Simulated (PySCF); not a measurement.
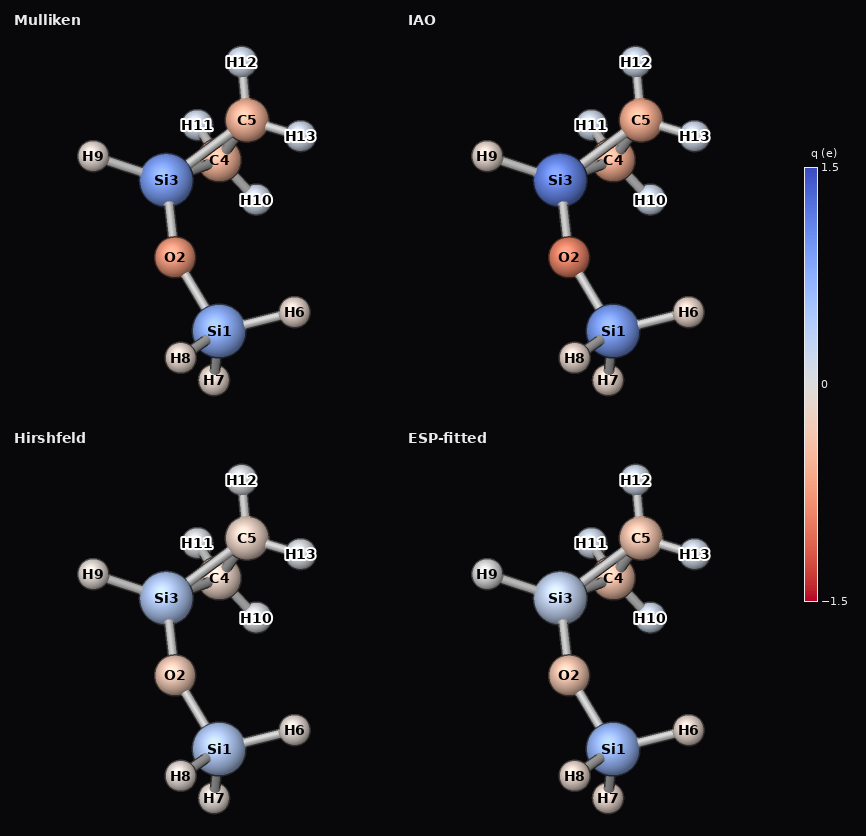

Atomic charges of one calculation by 4 schemes, on one colour scale. The geometry was computed by an optimisation with GFN2-xTB. No frequency run is at hand to confirm it as a minimum. Computed with PBE0/pcSseg-1 (PySCF 2.14.0).

Question. Which scheme gives the most polar picture (largest mean size of the charges)?

Answer. The IAO charges are the largest in size here, and the Hirshfeld charges the smallest.

Question. On which atom do the schemes disagree most?

Answer. On Si3 (from 0.27 to 1.05 e).

List the charges (e), one line for each set of equivalent atoms.

```
atom  Mulliken    IAO  Hirshfeld  ESP-fitted
 Si1      0.73   0.89       0.40        0.63
  O2     −0.72  −0.87      −0.30       −0.35
 Si3      0.87   1.05       0.40        0.27
  C4     −0.51  −0.57      −0.18       −0.39
  C5     −0.51  −0.57      −0.18       −0.35
  H6     −0.12  −0.15      −0.08       −0.12
  H7     −0.12  −0.15      −0.08       −0.13
  H8     −0.12  −0.14      −0.08       −0.14
  H9     −0.09  −0.12      −0.06        0.01
 H10      0.14   0.15       0.04        0.15
 H11      0.14   0.15       0.04        0.15
 H12      0.14   0.15       0.04        0.14
 H13      0.15   0.15       0.04        0.14
```

The geometry is semi-empirical. Around Si such bond lengths and angles can be off by a tenth of an ångström or more and by several degrees, and values that hang on the shape move with them.
